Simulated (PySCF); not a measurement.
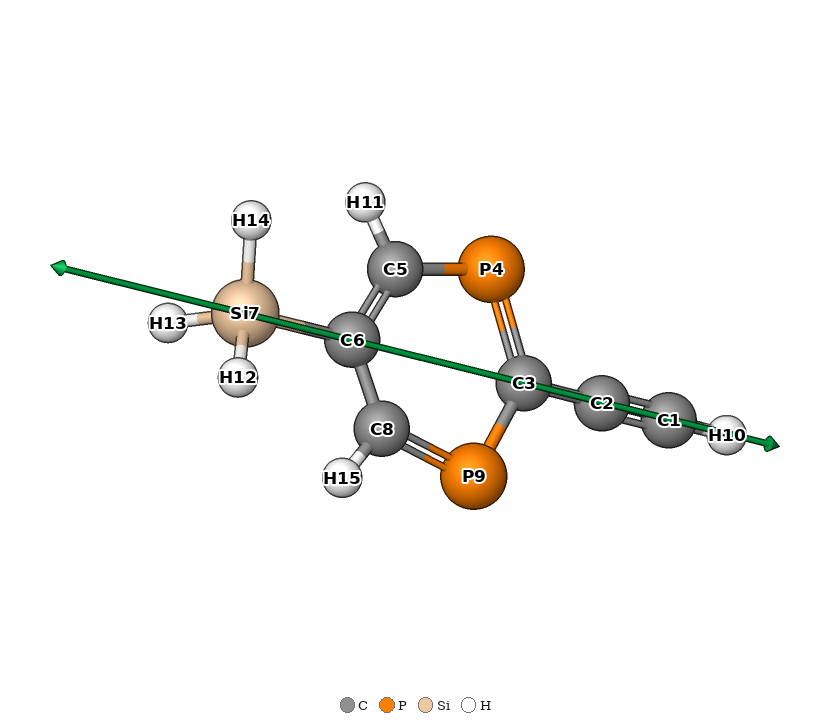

The double arrow shows the direction of the transition dipole to excited singlet state 4 (its length means nothing). The computed structure is the end point of a GFN2-xTB optimisation. No frequency run is at hand to confirm it as a minimum. Method: TDDFT PBE0/def2-SVPD, vertical, gas phase, core orbitals frozen in the response (PySCF 2.14.0).

**How is the transition polarised?**

Nearly parallel to the C6–Si7 bond.

**Where does the transition lie, and how strong is it?**

4.11 eV (302 nm), oscillator strength 0.22, mainly HOMO → LUMO (weight 0.91); transition dipole 3.73 D.

The geometry is semi-empirical. Around P, Si such bond lengths and angles can be off by a tenth of an ångström or more and by several degrees, and values that hang on the shape move with them.
